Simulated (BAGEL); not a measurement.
# CH6BN (SMILES CBN): a chain of runs

We compute the energy (HF/def2-SV(P)), then the energy (NEVPT2(2,2)/def2-SV(P)), then a single-point energy (CASPT2(2,2)/def2-SV(P)) of CH6BN. 

The calculation is run with BAGEL 1.2.2.

### Step 1. The structure to begin with

CH6BN has 9 atoms, charge 0, and is taken as a singlet. SMILES: `CBN`. One bond was lengthened or shortened from a relaxed shape.

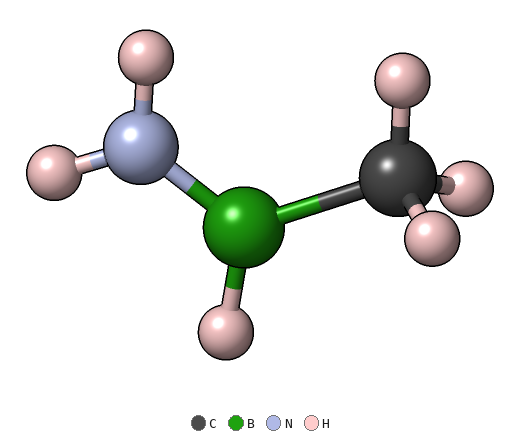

Viewed from a chosen angle; carbon dark grey, boron green, nitrogen light blue, hydrogen pink.

### Step 2. A single-point energy at HF/def2-SV(P) (density fitting with svp-jkfit) (run 1)

Contents of job.json:

```json
{ "bagel" : [

{
  "title" : "molecule",
  "basis" : "def2-sv_p_.json",
  "df_basis" : "svp-jkfit",
  "geometry" : [
    { "atom" : "C", "xyz" : [    -1.57605049,     1.72682228,    -1.21021274 ] },
    { "atom" : "B", "xyz" : [     0.86814018,    -0.53460352,    -0.48414783 ] },
    { "atom" : "N", "xyz" : [     1.12022965,    -1.59266118,     1.90994619 ] },
    { "atom" : "H", "xyz" : [    -2.76015287,     1.03348177,    -2.76035508 ] },
    { "atom" : "H", "xyz" : [    -0.74324818,     3.49277135,    -1.89807304 ] },
    { "atom" : "H", "xyz" : [    -2.81306521,     2.18262423,     0.38207050 ] },
    { "atom" : "H", "xyz" : [     2.35988998,    -1.19581869,    -2.06509271 ] },
    { "atom" : "H", "xyz" : [     2.46836026,    -2.85537617,     2.35252005 ] },
    { "atom" : "H", "xyz" : [    -0.03174740,    -1.16482718,     3.36220072 ] }
  ]
},

{ "title" : "hf" },

{ "title" : "print", "file" : "orbitals.molden", "orbitals" : true }

]}
```

The basis set def2-SV(P) is read from a file made from the Basis Set Exchange's data (not shown).

Started as:

```
$ BAGEL_NUM_THREADS=1 BAGEL job.json > job.out
```

What it wrote:

```text
* using 1 threads per process

  ===============================================================
  ===============================================================

  *** Geometry ***

  { "atom" : "C", "xyz" : [     -1.576050,      1.726822,     -1.210213 ] },
  { "atom" : "B", "xyz" : [      0.868140,     -0.534604,     -0.484148 ] },
  { "atom" : "N", "xyz" : [      1.120230,     -1.592661,      1.909946 ] },
  { "atom" : "H", "xyz" : [     -2.760153,      1.033482,     -2.760355 ] },
  { "atom" : "H", "xyz" : [     -0.743248,      3.492771,     -1.898073 ] },
  { "atom" : "H", "xyz" : [     -2.813065,      2.182624,      0.382070 ] },
  { "atom" : "H", "xyz" : [      2.359890,     -1.195819,     -2.065093 ] },
  { "atom" : "H", "xyz" : [      2.468360,     -2.855376,      2.352520 ] },
  { "atom" : "H", "xyz" : [     -0.031747,     -1.164827,      3.362201 ] },

  Number of auxiliary basis functions:      335

  Since a DF basis is specified, we compute 2- and 3-index integrals:
    o Being stored without compression. Storage requirement is 0.008 GB

  Number of basis functions:       54
  Number of electrons      :       24

    * METHOD: MOLECULE                             0.07

  *** RHF ***

  === Nuclear Repulsion ===
    65.1711041202

      * DIIS with orbital gradients will be used.

  === RHF iteration (def2-sv_p_.json) ===
      0       -120.23487450          0.02591266           0.01
      1       -120.38007834          0.01311128           0.01
      2       -120.41652808          0.00215803           0.01
      3       -120.41793341          0.00061239           0.01
      4       -120.41802961          0.00010000           0.01
      5       -120.41803371          0.00002798           0.01
      6       -120.41803407          0.00001062           0.01
      7       -120.41803413          0.00000195           0.01
      8       -120.41803413          0.00000042           0.01
      9       -120.41803413          0.00000013           0.01
     10       -120.41803413          0.00000004           0.01
     11       -120.41803413          0.00000001           0.01
     12       -120.41803413          0.00000000           0.01
    * SCF iteration converged.

    * Permanent dipole moment:
           (   -0.112415,     0.328535,    -0.663811) a.u.

    * METHOD: HF                                   0.20

    * METHOD: PRINT                                0.01

  ===============================================================
```

Wall time 0.4 s (1 thread of Arm Neoverse V2, shared host); peak memory 0.15 GiB.

### Step 3. A single-point energy at NEVPT2(2,2)/def2-SV(P) (density fitting with svp-jkfit) (run 2)

Contents of job.json:

```json
{ "bagel": [

{
  "title": "molecule",
  "basis": "def2-sv_p_.json",
  "df_basis": "svp-jkfit",
  "angstrom": "false",
  "geometry": [
    { "atom": "C", "xyz": [    -1.57605049,     1.72682228,    -1.21021274 ] },
    { "atom": "B", "xyz": [     0.86814018,    -0.53460352,    -0.48414783 ] },
    { "atom": "N", "xyz": [     1.12022965,    -1.59266118,     1.90994619 ] },
    { "atom": "H", "xyz": [    -2.76015287,     1.03348177,    -2.76035508 ] },
    { "atom": "H", "xyz": [    -0.74324818,     3.49277135,    -1.89807304 ] },
    { "atom": "H", "xyz": [    -2.81306521,     2.18262423,     0.38207050 ] },
    { "atom": "H", "xyz": [     2.35988998,    -1.19581869,    -2.06509271 ] },
    { "atom": "H", "xyz": [     2.46836026,    -2.85537617,     2.35252005 ] },
    { "atom": "H", "xyz": [    -0.03174740,    -1.16482718,     3.36220072 ] }
  ]
},

{ "title": "hf" },

{
  "title": "nevpt2",
  "nstate": 1,
  "nact": 2,
  "nclosed": 11,
  "nspin": 0,
  "active": [12, 23],
  "maxiter": 200,
  "natocc": "true",
  "ncore": 3
},

{ "title": "print", "file": "orbitals.molden", "orbitals": "true" }

]}
```

The basis set def2-SV(P) is read from a file made from the Basis Set Exchange's data (not shown).

Started as:

```
$ BAGEL_NUM_THREADS=1 BAGEL job.json > job.out
```

What it wrote:

```text
* using 1 threads per process

  ===============================================================
  ===============================================================

  *** Geometry ***

  { "atom" : "C", "xyz" : [     -1.576050,      1.726822,     -1.210213 ] },
  { "atom" : "B", "xyz" : [      0.868140,     -0.534604,     -0.484148 ] },
  { "atom" : "N", "xyz" : [      1.120230,     -1.592661,      1.909946 ] },
[... 5 lines of this table left out ...]
  { "atom" : "H", "xyz" : [     -0.031747,     -1.164827,      3.362201 ] },

  Number of auxiliary basis functions:      335

  Since a DF basis is specified, we compute 2- and 3-index integrals:
    o Being stored without compression. Storage requirement is 0.008 GB

[... 18 lines left out ...]
    * SCF iteration converged.
[... 1 line left out ...]
    * Permanent dipole moment:
[... 28 lines left out ...]
    * Second-order optimization converged. *

     guess   0:   closed 1.                   open ..

  === FCI iteration ===

      0  0      -120.41779166     7.56e-02      0.00
      1  0      -120.43439906     1.92e-04      0.00
      2  0 *    -120.43439924     1.53e-16      0.00

     * ci vector, state   0, <S^2> = 0.0000
       2.     0.9940203049
       .2    -0.1091953913

  === DF-NEVPT2 calculation ===

    * 3-index integral transformation done
    * assembly done

      NEVPT2 correlation energy:   -0.3466126120      0.05

          (+0)     -0.2814279247
          (+0)'    -0.0214745929
          (+1)     -0.0055946389
          (+1)'    -0.0000000000
          (+2)     -0.0002191111
          (-1)     -0.0310520705
          (-1)'     0.0000000000
          (-2)     -0.0068442739

      NEVPT2 total energy:       -120.7810118519

    * METHOD: NEVPT2                               0.70

    * METHOD: PRINT                                0.01

  ===============================================================
```

It took 1.1 s on 1 thread of Arm Neoverse V2, shared host; peak memory 0.15 GiB.

### Step 4. A single-point energy at CASPT2(2,2)/def2-SV(P) (density fitting with svp-jkfit) (run 3)

Contents of job.json:

```json
{ "bagel" : [

{
  "title" : "molecule",
  "basis" : "def2-sv_p_.json",
  "df_basis" : "svp-jkfit",
  "geometry" : [
    { "atom" : "C", "xyz" : [ -1.57605049,  1.72682228, -1.21021274 ] },
    { "atom" : "B", "xyz" : [  0.86814018, -0.53460352, -0.48414783 ] },
    { "atom" : "N", "xyz" : [  1.12022965, -1.59266118,  1.90994619 ] },
    { "atom" : "H", "xyz" : [ -2.76015287,  1.03348177, -2.76035508 ] },
    { "atom" : "H", "xyz" : [ -0.74324818,  3.49277135, -1.89807304 ] },
    { "atom" : "H", "xyz" : [ -2.81306521,  2.18262423,  0.38207050 ] },
    { "atom" : "H", "xyz" : [  2.35988998, -1.19581869, -2.06509271 ] },
    { "atom" : "H", "xyz" : [  2.46836026, -2.85537617,  2.35252005 ] },
    { "atom" : "H", "xyz" : [ -0.03174740, -1.16482718,  3.36220072 ] }
  ]
},
{ "title" : "hf" },
{ "title" : "casscf", "nstate" : 1, "nact" : 2, "nclosed" : 11, "active" : [12, 23], "maxiter" : 200, "natocc" : "true" },
{ "title" : "print", "file" : "orbitals.molden", "orbitals" : "true" },
{ "title" : "smith", "method" : "caspt2", "ms" : "true", "xms" : "true", "sssr" : "true", "shift" : 0.2, "shift_imag" : "true", "ncore" : 3 }

]}
```

The basis set def2-SV(P) is read from a file made from the Basis Set Exchange's data (not shown).

Started as:

```
$ BAGEL_NUM_THREADS=1 BAGEL job.json > job.out
```

What it wrote:

```text
* using 1 threads per process

  ===============================================================
  ===============================================================

  *** Geometry ***

  { "atom" : "C", "xyz" : [     -1.576050,      1.726822,     -1.210213 ] },
  { "atom" : "B", "xyz" : [      0.868140,     -0.534604,     -0.484148 ] },
  { "atom" : "N", "xyz" : [      1.120230,     -1.592661,      1.909946 ] },
[... 5 lines of this table left out ...]
  { "atom" : "H", "xyz" : [     -0.031747,     -1.164827,      3.362201 ] },

  Number of auxiliary basis functions:      335

  Since a DF basis is specified, we compute 2- and 3-index integrals:
    o Being stored without compression. Storage requirement is 0.008 GB

[... 18 lines left out ...]
    * SCF iteration converged.
[... 1 line left out ...]
    * Permanent dipole moment:
[... 27 lines left out ...]
    * Second-order optimization converged. *
[... 9 lines left out ...]
     * ci vector, state   0, <S^2> = 0.0000
[... 16 lines left out ...]
    * Zeroth order energy : state  0       -0.9493827469
[... 4 lines left out ...]
       #      aibj      arbs      arbi      airj      risj      airs      arst      rist         Etot      error   time
[... 2 lines left out ...]
       0  -0.28118  -0.00828  -0.03163  -0.00624  -0.00032  -0.01861  -0.00000  -0.00000   -0.3462530  0.0022702   0.02
       1  -0.28140  -0.00836  -0.03178  -0.00636  -0.00035  -0.01905  -0.00000  -0.00000   -0.3473029  0.0003397   0.02
       2  -0.28142  -0.00836  -0.03178  -0.00636  -0.00035  -0.01906  -0.00000  -0.00000   -0.3473343  0.0000570   0.02
       3  -0.28142  -0.00836  -0.03178  -0.00636  -0.00035  -0.01906   0.00000  -0.00000   -0.3473350  0.0000100   0.02
       4  -0.28142  -0.00836  -0.03178  -0.00636  -0.00035  -0.01906  -0.00000  -0.00000   -0.3473350  0.0000020   0.02
       5  -0.28142  -0.00836  -0.03178  -0.00636  -0.00035  -0.01906   0.00000   0.00000   -0.3473350  0.0000004   0.02

      ------------------------------------------------------------------------------------------------------------------

    * CASPT2 energy : state  0     -120.7835051676
        w/o shift correction       -120.7817342539
        reference weight              0.8956442471

    * METHOD: SMITH                                0.16

  ===============================================================
```

It took 1.2 s on 1 thread of Arm Neoverse V2, shared host; peak memory 0.15 GiB.

### Step 5. Results

```
                                   quantity          value
         run 1, HF/def2-SV(P): total energy  -120.41803 Eh
        run 1, HF/def2-SV(P): dipole moment         1.90 D
          run 1, HF/def2-SV(P): HOMO energy      -11.44 eV
          run 1, HF/def2-SV(P): LUMO energy        4.54 eV
        run 1, HF/def2-SV(P): HOMO–LUMO gap       15.98 eV
run 2, NEVPT2(2,2)/def2-SV(P): total energy  -120.78101 Eh
run 3, CASPT2(2,2)/def2-SV(P): total energy  -120.78351 Eh
```
